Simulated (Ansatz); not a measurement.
BSiH6Cl: several calculations on one system

**1. Relaxation**

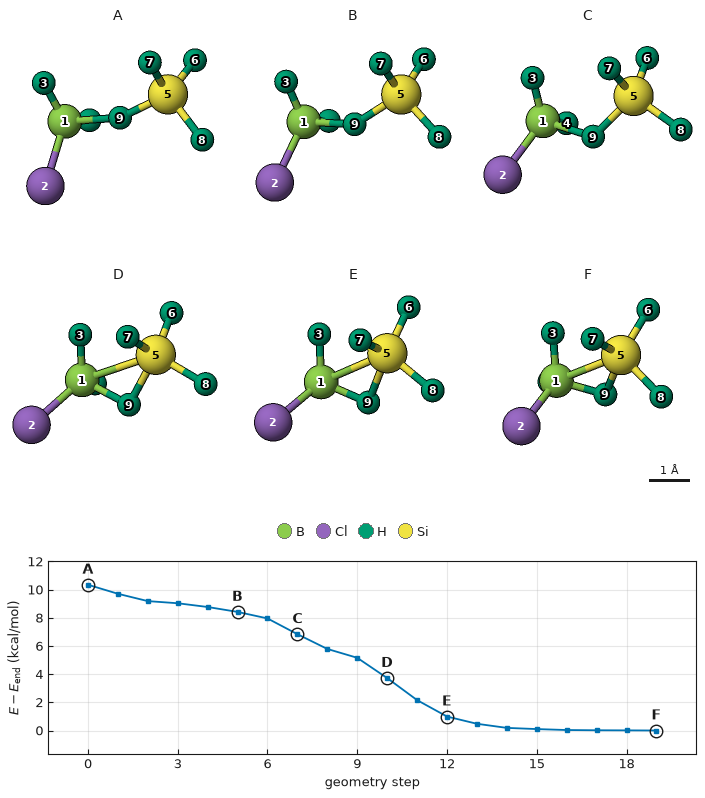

Frames of a relaxation of BSiH6Cl, marked on the history of the run. A ball-and-stick model, seen at a tilt.

The run prepares an end point of a later path (reaction) calculation, from a guessed geometry.

Method: RKS LDA/def2-SVP (Ansatz). Settings: no spin polarisation; force threshold 0.03 eV/Å; at most 50 steps.

> What happens along the run?

H9 moves most after the best rigid fit: 1.04 Å. Largest moves by element: H 1.04 Å, Cl 0.86 Å, B 0.60 Å, Si 0.46 Å. Some distances before and after: H3–Si5 3.338 → 2.015 Å, B1–Si5 3.140 → 2.127 Å, Cl2–Si5 3.990 → 3.094 Å, B1–H9 1.705 → 1.294 Å. Bond angles that change, for instance: H7–Si5–H9 107.6° → 134.4°, H8–Si5–H9 106.8° → 86.9°, H3–B1–H4 124.3° → 105.3°. After 19 geometry steps the energy has fallen by 10.4 kcal/mol. The largest force component goes from 1.2 to 0.02 eV/Å. From step 0 to 5: H3 moves most (0.20 Å), energy −1.93 kcal/mol. From step 5 to 7: H9 moves most (0.33 Å), energy −1.58 kcal/mol. From step 7 to 10: H3 moves most (0.46 Å), energy −3.11 kcal/mol. From step 10 to 12: Cl2 moves most (0.37 Å), energy −2.73 kcal/mol. From step 12 to 19: Cl2 moves most (0.37 Å), energy −0.99 kcal/mol.

```tsv
step	E − E(0), kcal/mol	largest force component, eV/Å
0	0.00	1.2099
1	-0.64	0.7276
2	-1.16	0.7470
3	-1.31	0.5953
4	-1.58	0.3292
5	-1.93	0.0850
6	-2.39	0.5040
7	-3.51	0.3793
8	-4.56	0.2451
9	-5.19	0.5896
10	-6.63	0.4813
11	-8.19	0.6260
12	-9.36	0.3351
13	-9.87	0.2120
14	-10.16	0.1535
15	-10.25	0.1119
16	-10.32	0.0716
17	-10.33	0.0585
18	-10.34	0.0474
19	-10.35	0.0198
```

**2. Relaxation**

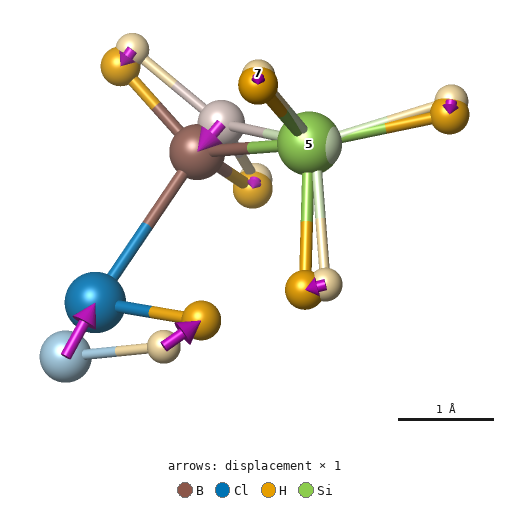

A relaxation of BSiH$_{6}$Cl. The starting structure is drawn faded, the final one solid; purple arrows show the displacements, at their true length. The two geometries are superimposed by the best rigid fit.

A ball-and-stick model, seen from a free direction.

The run prepares an end point of a later path (reaction) calculation, from a guessed geometry.

Level of theory: RKS LDA/def2-SVP (Ansatz 0.2.0). Set-up: no spin polarisation; force threshold 0.03 eV/Å; at most 50 steps.

**Describe the change and its energy.**

The energy falls by 51.7 kJ/mol in 9 accepted moves (10 points after the start). The largest force component goes from 0.92 to 0.0096 eV/Å. The line search rejected the trial step at point 4 of the run. The largest move after the best rigid fit is that of the Cl atom, 0.66 Å. By element the largest moves are Cl 0.66 Å, H 0.49 Å, B 0.39 Å, Si 0.07 Å. Among the contacts that change: B–Cl 3.046 → 2.011 Å, Cl–Si 3.570 → 2.975 Å, H–Si 2.662 → 2.184 Å, Cl–H 1.344 → 1.433 Å. New bonds form, among them: B–Cl (3.05 → 2.01 Å). Among the angles between lasting bonds that change: B–Si–H 111.3° → 98.5°, B–Si–H 111.6° → 123.5°, H–B–Si 120.7° → 113.3°. Cost: 12 s on 1 thread of Intel(R) Xeon(R) Platinum 8488C (Sapphire Rapids), on a shared host, peak memory 0.15 GiB.

**3. Path**

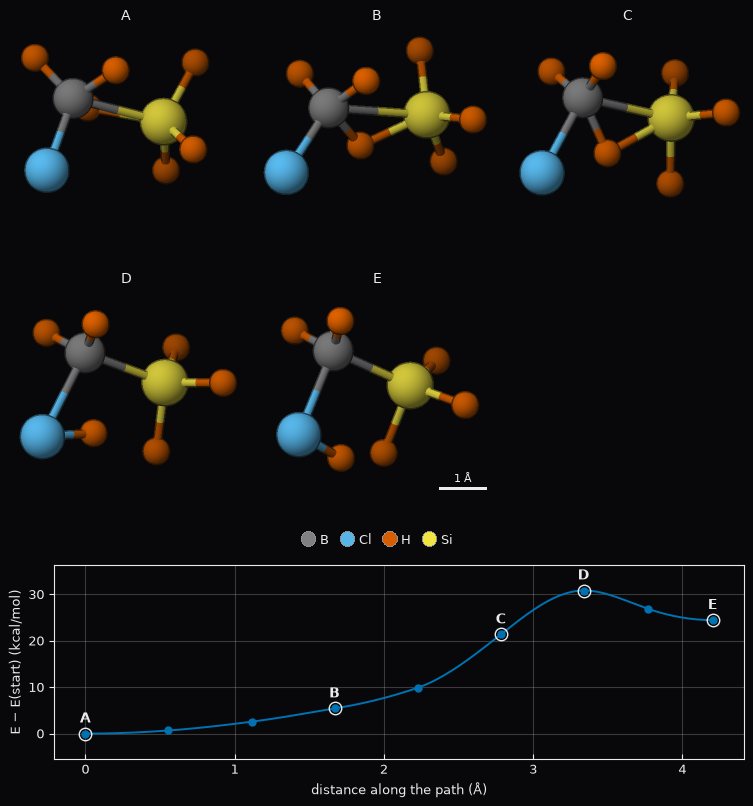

A search for the minimum-energy path of BSiH₆Cl by the nudged elastic band. Images are numbered from 0 (start) to 8 (end). Frames A to E are images 0, 3, 5, 6, 8. Style: ball-and-stick. Shown at a tilt.

The calculation used RKS LDA/def2-SVP in Ansatz. Run with 7 movable images; climbing image; force threshold 0.03 eV/Å; iteration limit 60; starting path through a guess of the saddle point.

**Read off the barrier and say what moves.**

The energy climbs by 30.8 kcal/mol to image 6 and then falls by 6.4 kcal/mol, so the end point sits at +24.4 kcal/mol. Forming: Cl–H (2.57 → 1.43 Å). The band converged in 16 iterations. The largest component of the band force went from 7.4 to 0.027 eV/Å. The climbing image converged on the top of the path. Its vibrational analysis gives one imaginary mode (652i cm⁻¹), as a transition state must have.

Cost: 100 s on 1 thread of Intel(R) Xeon(R) Platinum 8488C (Sapphire Rapids) (shared host), peak memory 0.16 GiB.
